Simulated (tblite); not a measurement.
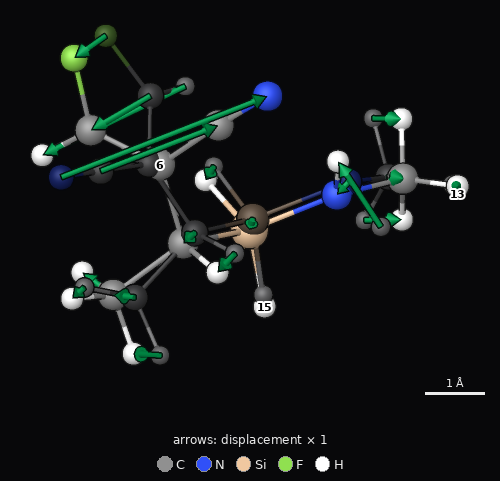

A relaxation of C6H11FN2Si. The starting structure is drawn faded, the final one solid; green arrows show the displacements, at their true length. The two geometries are superimposed by the best rigid fit.

A ball-and-stick model, seen from a free direction.

Method: GFN2-xTB geometry optimisation, gas phase (tblite 0.8.0). 

**What did the optimiser do to the structure, and how much energy did it gain?**

The energy falls by 94.9 kJ/mol in 280 geometry steps. The atom that moves furthest after the best rigid fit is an N atom (3.88 Å). By element the largest moves are N 3.88 Å, H 2.78 Å, C 2.22 Å, F 0.72 Å, Si 0.28 Å. Near-neighbour distances that change, for instance: N–Si 1.792 → 1.707 Å, C–Si 1.851 → 1.922 Å, H–N 1.075 → 1.010 Å, C–H 1.129 → 1.093 Å. Among the angles between lasting bonds that change: C–N–Si 106.0° → 122.9°, Si–N–H 107.1° → 119.8°, N–Si–H 108.3° → 117.6°. Groups turn about C–C by about 100°, C–C by about 20°.
